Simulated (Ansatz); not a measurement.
**BrGaH₂S₂: shape, modes and thermochemistry**

What shape does BrGaH₂S₂ take? The plan is to relax it, then compute its harmonic vibrations to see whether it is a minimum and to get the zero-point energy and entropy, and look at its orbitals and charge.

Method: RKS PBE0-D4/def2-TZVP; program: Ansatz 0.2.0, Gaussian basis.

Levels to be run: relaxation at PBE-D4/def2-SVP; relaxation at PBE0-D4/def2-TZVP; harmonic vibrations at the same level; a single point in def2-TZVPP for the fields.

## (1) The starting structure

SMILES `[SH][Ga]([SH])[Br]`, 6 atoms, charge 0, spin multiplicity 1.

Atoms are counted from 1 here; the program's logs count them from 0.

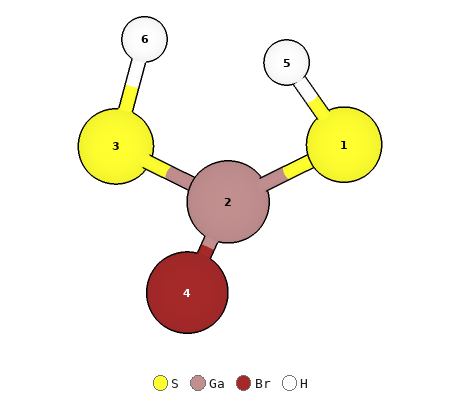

As it starts; sulfur yellow, gallium pink, bromine red, hydrogen white; atoms are numbered from 1 in the order of the file.

Geometry (Å):

```xyz
6
charge 0, multiplicity 1
S    -1.3782    0.9982   -0.5220
Ga   -0.4353   -0.5446   -0.1513
S     1.1290   -0.9300    0.8670
Br   -0.5086   -1.7256   -0.6430
H    -0.2129    1.7116   -0.7878
H     1.4481    0.4264    1.1910
```

The start is a force-field geometry with small random shifts, so a cheaper pass at PBE-D4/def2-SVP comes first.

## (2) Relaxation at PBE-D4/def2-SVP (cheap first pass)

The input, in.yaml:

```yaml
crystal:
  periodic: [false, false, false]
  atoms:
    - {symbol: S, position_ang: [-1.378200, 0.998200, -0.522000]}
    - {symbol: Ga, position_ang: [-0.435300, -0.544600, -0.151300]}
    - {symbol: S, position_ang: [1.129000, -0.930000, 0.867000]}
    - {symbol: Br, position_ang: [-0.508600, -1.725600, -0.643000]}
    - {symbol: H, position_ang: [-0.212900, 1.711600, -0.787800]}
    - {symbol: H, position_ang: [1.448100, 0.426400, 1.191000]}
basis:
  gaussian: {orbitals: def2-SVP}
hamiltonian: {xc: pbe, dispersion: d4}
relax: {f_tol: 0.03, max_steps: 200}
```

Started as:

```console
ansatz run in.yaml --threads 4 --pin off --events-out ev --progress --plain --max-ram 10444MiB
```

The log of the run, cut to the lines that bear on the results:

```text
Functional definition: PBE
  name "PBE"
  cite "Perdew, Burke & Ernzerhof, Phys. Rev. Lett. 77, 3865 (1996) doi:10.1103/PhysRevLett.77.3865"
  parent pbe
[...]
1226 factors; their error is unknown
[...]
mean field -144035.85195857 eV, -5293.2199284704 hartree, gradient 5.9e-5 eV, S^2 0.000000; 0 other end points of the search recorded, 0 dependent functions left out
[...]
reference -144035.85199081 eV, -5293.2199296553 hartree; 50, 50 occupied and 60, 60 virtual orbitals, 1226 factors
relax step   1: F+E_penalty+E_count = -144036.11454050 eV  Δ(F+E_penalty+E_count) = +0.000e0 eV  max|allowed force component| = 1.586e2 eV/Å  Δτ_max = 0.0000 Å  (26 SCF iters, accepted)
[...]
relax step   4: F+E_penalty+E_count = -144080.15291885 eV  Δ(F+E_penalty+E_count) = -3.391e0 eV  max|allowed force component| = 6.393e0 eV/Å  Δτ_max = 0.1961 Å  (30 SCF iters, accepted)
[...]
relax step   7: F+E_penalty+E_count = -144081.74883697 eV  Δ(F+E_penalty+E_count) = -1.276e-1 eV  max|allowed force component| = 2.606e-1 eV/Å  Δτ_max = 0.1998 Å  (29 SCF iters, accepted)
[...]
relax step  10: F+E_penalty+E_count = -144081.79876190 eV  Δ(F+E_penalty+E_count) = -2.341e-2 eV  max|allowed force component| = 2.402e-2 eV/Å  Δτ_max = 0.1866 Å  (30 SCF iters, accepted)
[...]
relax step  12: F+E_penalty+E_count = -144081.80037176 eV  Δ(F+E_penalty+E_count) = -1.610e-3 eV  max|allowed force component| = 1.048e-1 eV/Å  Δτ_max = 0.0570 Å  (25 SCF iters, accepted)
[...]
relax step  13: F+E_penalty+E_count = -144081.80141425 eV  Δ(F+E_penalty+E_count) = -1.042e-3 eV  max|allowed force component| = 3.512e-3 eV/Å  Δτ_max = 0.0388 Å  (24 SCF iters, accepted)
1226 factors; their error is unknown
[...]
mean field -144081.58831681 eV, -5294.9007086347 hartree, gradient 3.3e-5 eV, S^2 0.000000; 1 other end points of the search recorded, 0 dependent functions left out
[...]
reference -144081.58835022 eV, -5294.9007098622 hartree; 50, 50 occupied and 60, 60 virtual orbitals, 1226 factors
Total energy: -144081.80144765 eV, -5294.9085410484 hartree
Atom 0 at    -1.257206     1.218929    -0.940781 Å, force    -0.000054    -0.000024    -0.003443 eV/Å
Atom 1 at    -0.257700    -0.622579    -0.229544 Å, force     0.000833     0.001280    -0.000295 eV/Å
Atom 2 at     1.496112    -0.716948     1.116209 Å, force     0.000615    -0.001794     0.003011 eV/Å
Atom 3 at    -1.120123    -2.622807    -0.956279 Å, force    -0.000763    -0.000029     0.000119 eV/Å
Atom 4 at    -0.390248     2.040908    -0.282929 Å, force    -0.001541    -0.000241     0.003512 eV/Å
Atom 5 at     1.571265     0.638496     1.247224 Å, force     0.000910     0.000808    -0.002903 eV/Å
Dipole moment:     0.196250     0.454605     0.164870 e Å
```

Wall time 8.5 s (4 threads of INTEL XEON PLATINUM 8581C at 2.30GHz, shared host).

Along the way: (the energy doesn't fall at every step)

```
step  energy from step 1 (eV)  largest force component (eV/Å)
   1                   0.0000                        158.6128
   2                 -31.7704                         40.3841
   3                 -40.6471                         17.5653
   4                 -44.0384                          6.3927
   5                 -45.1507                          2.0673
   6                 -45.5067                          0.9068
   7                 -45.6343                          0.2606
   8                 -45.6488                          0.2259
   9                 -45.6608                          0.4009
  10                 -45.6842                          0.0240
  11                 -45.6586                          0.6418
  12                 -45.6858                          0.1048
  13                 -45.6869                          0.0035
```

The force was under the threshold of 0.03 eV/Å already at step 10, but the program went on to step 13.

Distances of close pairs at the start and the end, largest changes first:

```
   bond  before (Å)  after (Å)  change (Å)
 S3–Br4       2.365      3.843      +1.478
Ga2–Br4       1.281      2.296      +1.015
 S1–Ga2       1.846      2.213      +0.367
 Ga2–S3       1.906      2.213      +0.307
  S3–H6       1.431      1.364      -0.067
  S1–H5       1.392      1.364      -0.028
```

## (3) Relaxation at PBE0-D4/def2-TZVP

The input, in.yaml:

```yaml
crystal:
  periodic: [false, false, false]
  atoms:
    - {symbol: S, position_ang: [-1.257206, 1.218929, -0.940781]}
    - {symbol: Ga, position_ang: [-0.257700, -0.622579, -0.229544]}
    - {symbol: S, position_ang: [1.496112, -0.716948, 1.116209]}
    - {symbol: Br, position_ang: [-1.120123, -2.622807, -0.956279]}
    - {symbol: H, position_ang: [-0.390248, 2.040908, -0.282929]}
    - {symbol: H, position_ang: [1.571265, 0.638496, 1.247224]}
basis:
  gaussian: {orbitals: def2-TZVP}
hamiltonian: {xc: pbe0, dispersion: d4}
relax: {f_tol: 0.005, max_steps: 150}
```

Same command.

The log of the run, cut to the lines that bear on the results:

```text
Functional definition: PBE0
  name "PBE0"
  cite "Adamo & Barone, J. Chem. Phys. 110, 6158 (1999) doi:10.1063/1.478522"
  cite "Perdew, Burke & Ernzerhof, Phys. Rev. Lett. 77, 3865 (1996) doi:10.1103/PhysRevLett.77.3865"
  parent pbe
[...]
1456 factors; their error is unknown
[...]
mean field -144109.72685107 eV, -5295.9347806957 hartree, gradient 4.5e-5 eV, S^2 0.000000; 0 other end points of the search recorded, 0 dependent functions left out
[...]
reference -144109.72687826 eV, -5295.9347816947 hartree; 50, 50 occupied and 132, 132 virtual orbitals, 1456 factors
relax step   1: F+E_penalty+E_count = -144109.91285311 eV  Δ(F+E_penalty+E_count) = +0.000e0 eV  max|allowed force component| = 5.114e-1 eV/Å  Δτ_max = 0.0000 Å  (26 SCF iters, accepted)
[...]
1456 factors; their error is unknown
[...]
mean field -144109.74657986 eV, -5295.9355057153 hartree, gradient 2.2e-5 eV, S^2 0.000000; 1 other end points of the search recorded, 0 dependent functions left out
[...]
reference -144109.74660686 eV, -5295.9355067074 hartree; 50, 50 occupied and 132, 132 virtual orbitals, 1456 factors
Total energy: -144109.93463888 eV, -5295.9424167567 hartree
Atom 0 at    -1.235507     1.206519    -0.938350 Å, force     0.001879    -0.003851     0.000901 eV/Å
Atom 1 at    -0.254177    -0.615652    -0.227372 Å, force     0.002388     0.003929     0.002000 eV/Å
Atom 2 at     1.474268    -0.707748     1.111667 Å, force    -0.004492     0.000060    -0.002825 eV/Å
Atom 3 at    -1.110005    -2.597840    -0.946840 Å, force    -0.002118    -0.004746    -0.001853 eV/Å
Atom 4 at    -0.400934     2.022851    -0.272595 Å, force     0.000111     0.002660     0.000834 eV/Å
Atom 5 at     1.568455     0.627869     1.227389 Å, force     0.002232     0.001948     0.000943 eV/Å
Dipole moment:     0.183732     0.425729     0.154537 e Å
```

It took 15 s on 4 threads of INTEL XEON PLATINUM 8581C at 2.30GHz, shared host; peak memory 0.69 GiB.

The steps of the relaxation:

```
step  energy from step 1 (eV)  largest force component (eV/Å)
   1                   0.0000                          0.5114
   2                  -0.0200                          0.1977
   3                  -0.0217                          0.0157
   4                  -0.0217                          0.0107
   5                  -0.0218                          0.0047
```

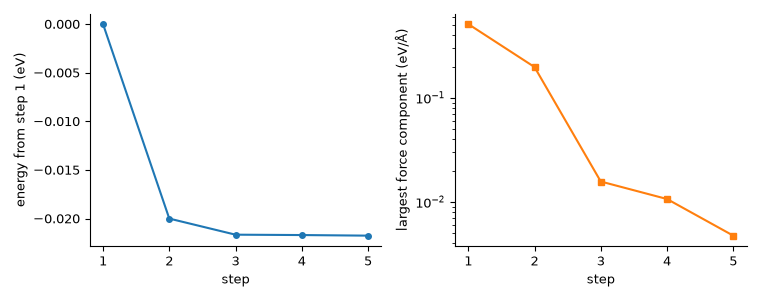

Energy and largest force along the relaxation.

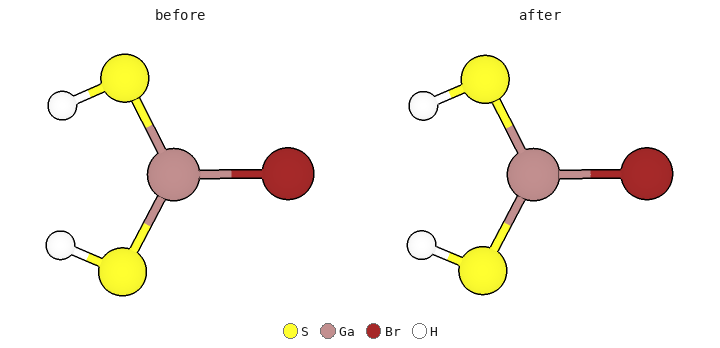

Before and after, at one scale.

Close pairs (by a distance rule), those that changed most:

```
   bond  before (Å)  after (Å)  change (Å)
 S1–Ga2       2.213      2.188      -0.024
 Ga2–S3       2.213      2.188      -0.024
Ga2–Br4       2.296      2.276      -0.020
  S3–H6       1.364      1.344      -0.020
  S1–H5       1.364      1.344      -0.020
```

Mulliken charges at the end point, from the run's report:

```
atom  value (e)
  S1      -0.28
 Ga2       0.50
  S3      -0.28
 Br4      -0.26
  H5       0.16
  H6       0.16
```

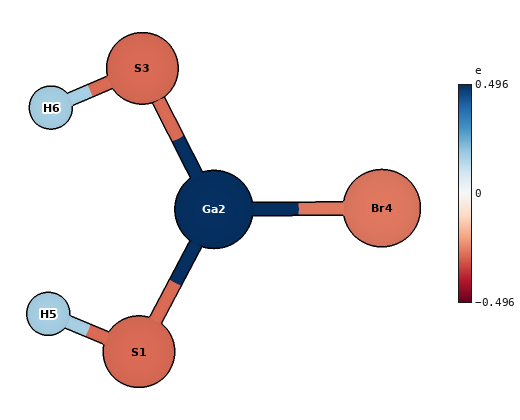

Mulliken charges at the end point, from the run's report, as colours on the atoms.

## (4) Vibrations by finite differences

The input, in.yaml:

```yaml
crystal:
  periodic: [false, false, false]
  atoms:
    - {symbol: S, position_ang: [-1.235507, 1.206519, -0.938350]}
    - {symbol: Ga, position_ang: [-0.254177, -0.615652, -0.227372]}
    - {symbol: S, position_ang: [1.474268, -0.707748, 1.111667]}
    - {symbol: Br, position_ang: [-1.110005, -2.597840, -0.946840]}
    - {symbol: H, position_ang: [-0.400934, 2.022851, -0.272595]}
    - {symbol: H, position_ang: [1.568455, 0.627869, 1.227389]}
basis:
  gaussian: {orbitals: def2-TZVP}
hamiltonian: {xc: pbe0, dispersion: d4}
phonons: {temperatures: {t_min: 298.15, t_max: 900, t_step: 200}}
```

Launched as before.

The log of the run, cut to the lines that bear on the results:

```text
Functional definition: PBE0
  name "PBE0"
  cite "Adamo & Barone, J. Chem. Phys. 110, 6158 (1999) doi:10.1063/1.478522"
  cite "Perdew, Burke & Ernzerhof, Phys. Rev. Lett. 77, 3865 (1996) doi:10.1103/PhysRevLett.77.3865"
  parent pbe
[...]
1456 factors; their error is unknown
[...]
mean field -144109.74657985 eV, -5295.9355057149 hartree, gradient 4.6e-5 eV, S^2 0.000000; 0 other end points of the search recorded, 0 dependent functions left out
[...]
reference -144109.74660684 eV, -5295.9355067070 hartree; 50, 50 occupied and 132, 132 virtual orbitals, 1456 factors
[...]
1456 factors; their error is unknown
mean field -144109.74650826 eV, -5295.9355030840 hartree, gradient 5.5e-7 eV, S^2 0.000000; 0 other end points of the search recorded, 0 dependent functions left out
[...]
reference -144109.74659375 eV, -5295.9355062256 hartree; 50, 50 occupied and 132, 132 virtual orbitals, 1456 factors
Total energy: -144109.93463887 eV, -5295.9424167566 hartree
Atom 0 at    -1.235507     1.206519    -0.938350 Å, force     0.001873    -0.003845     0.000897 eV/Å
Atom 1 at    -0.254177    -0.615652    -0.227372 Å, force     0.002401     0.003927     0.002009 eV/Å
Atom 2 at     1.474268    -0.707748     1.111667 Å, force    -0.004499     0.000049    -0.002831 eV/Å
Atom 3 at    -1.110005    -2.597840    -0.946840 Å, force    -0.002121    -0.004752    -0.001854 eV/Å
Atom 4 at    -0.400934     2.022851    -0.272595 Å, force     0.000113     0.002662     0.000836 eV/Å
Atom 5 at     1.568455     0.627869     1.227389 Å, force     0.002232     0.001959     0.000943 eV/Å
Dipole moment:     0.183731     0.425730     0.154537 e Å
Vibrations: 93.59 108.45 125.06 202.07 267.66 288.58 397.06 445.15 693.03 728.38 2709.96 2712.59 cm⁻¹, zero-point energy 0.543768 eV
```

Wall time 71 s (4 threads of INTEL XEON PLATINUM 8581C at 2.30GHz, shared host); peak memory 0.68 GiB.

Motions are named by where the mode's potential energy lies. Wavenumbers, unscaled:

```
mode  cm⁻¹                          motion
   1    94                            bend
   2   108                            bend
   3   125  torsion with out-of-plane bend
   4   202                         torsion
   5   268                         torsion
   6   289                   Ga–Br stretch
   7   397                    Ga–S stretch
   8   445                    Ga–S stretch
   9   693                            bend
  10   728                            bend
  11  2710                     S–H stretch
  12  2713                     S–H stretch
```

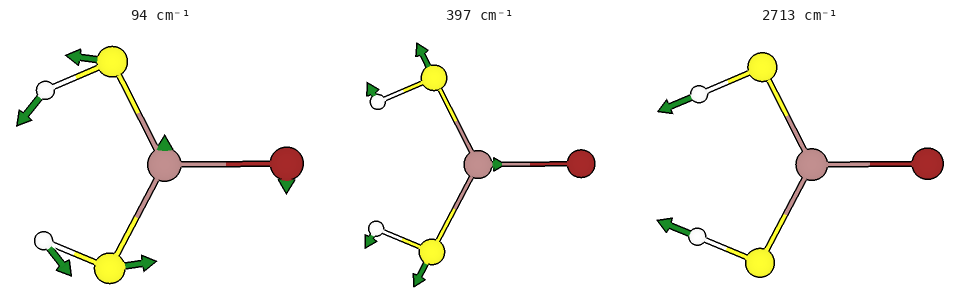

How the atoms move in 3 of the modes.

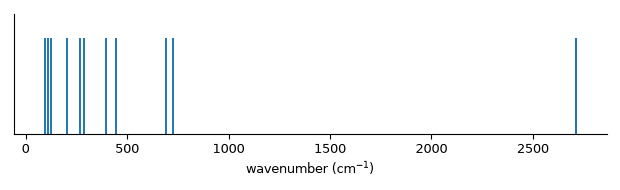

The harmonic wavenumbers as sticks (no intensities were computed).

Ideal gas, rigid rotor and harmonic oscillator at 298.15 K and 1 bar, with symmetry number 2:

```
                term            value
   zero-point energy      52.5 kJ/mol
          H(298) − E      73.9 kJ/mol
entropy, translation  175.9 J/(mol K)
   entropy, rotation  117.9 J/(mol K)
  entropy, vibration   73.1 J/(mol K)
      entropy, total  367.0 J/(mol K)
```

## (5) Fields at the relaxed geometry

Changes to in.yaml since step 4:

```diff
@@ -10,4 +10,4 @@
 basis:
-  gaussian: {orbitals: def2-TZVP}
+  gaussian: {orbitals: def2-TZVPP}
 hamiltonian: {xc: pbe0, dispersion: d4}
-phonons: {temperatures: {t_min: 298.15, t_max: 900, t_step: 200}}
+output: {orbitals: {seedname: orbitals}}
```

Same command.

The log of the run:

```text
Functional definition: PBE0
  name "PBE0"
  cite "Adamo & Barone, J. Chem. Phys. 110, 6158 (1999) doi:10.1063/1.478522"
  cite "Perdew, Burke & Ernzerhof, Phys. Rev. Lett. 77, 3865 (1996) doi:10.1103/PhysRevLett.77.3865"
  parent pbe
  parameter a = 0.25
  parameter kappa = 0.804
  parameter beta = 0.06672455060314922
  exchange = (1 - a)*pbe_x(kappa = kappa, mu = beta*pi^2/3) + a*exact_x
  correlation = pbe_c(beta = beta)
1574 factors; their error is unknown
mean field evaluation 1: about -144107.5116 eV, gradient 3.1e1 eV
mean field evaluation 2: about -144106.5978 eV, gradient 4.3e1 eV
mean field evaluation 4: about -144109.1471 eV, gradient 9.9e-1 eV
mean field evaluation 8: about -144109.1476 eV, gradient 1.2e-2 eV
mean field evaluation 16: about -144109.7842 eV, gradient 3.1e-5 eV
mean field -144109.78416252 eV, -5295.9368868524 hartree, gradient 3.1e-5 eV, S^2 0.000000; 0 other end points of the search recorded, 0 dependent functions left out
reference -144109.78418964 eV, -5295.9368878491 hartree; 50, 50 occupied and 158, 158 virtual orbitals, 1574 factors
Total energy: -144109.97222167 eV, -5295.9437978988 hartree
```

It took 2.2 s on 4 threads of INTEL XEON PLATINUM 8581C at 2.30GHz, shared host; peak memory 0.83 GiB.

Orbitals, density, ELF and potential are computed afterwards from the orbital file.

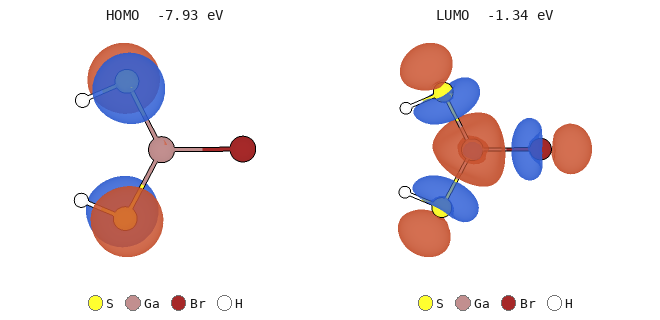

Frontier orbitals at PBE0-D4/def2-TZVPP; each surface holds 70 % of the orbital's density, blue and red mark the sign.

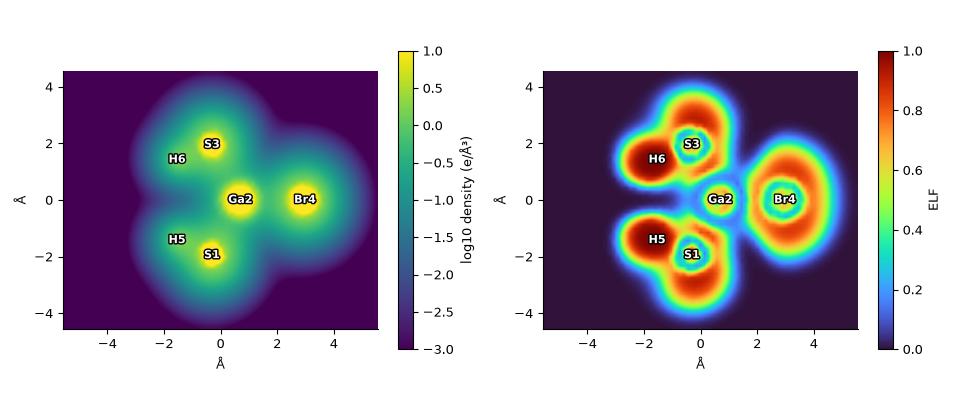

Density (left) and ELF (right) in a plane through or near 6 of the atoms.

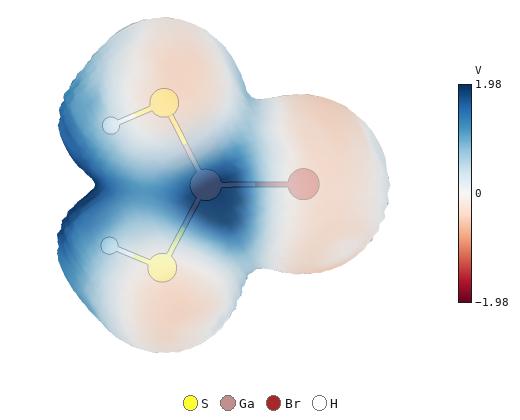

The potential that a unit positive charge feels on the 0.002 e/bohr³ surface, from -0.40 V near Br4 to 1.98 V near Ga2.

## (6) What came out

| quantity | value |
| --- | --- |
| point group | C2v |
| steps | 13 + 5 |
| shift from the start (rms) | 0.602 Å |
| total energy | -144109.9346 eV |
| dispersion term | -188 meV |
| dipole moment | 2.35 D |
| lowest, highest wavenumber | 94, 2713 cm⁻¹ |
| zero-point energy | 52.5 kJ/mol |
| entropy at 298.15 K | 367.0 J/(mol K) |
| HOMO, LUMO | -7.93, -1.34 eV |

In words: The relaxed geometry lies 0.60 Å (rms) from the start; the bond that changed most is Ga2–Br4, from 1.281 to 2.276 Å. No mode is imaginary: a true minimum at this level. The stiffest mode, 2713 cm⁻¹, is an S–H stretch, and 3 modes under 200 cm⁻¹ make the vibrational entropy uncertain. Harmonic hybrid wavenumbers usually lie a few per cent above measured fundamentals. The largest Mulliken charge, +0.50 e, sits on Ga2. The HOMO lies mostly on S1, S3 about 43 % each and the LUMO on Ga2 39 %; S1, S3 about 18 % each.
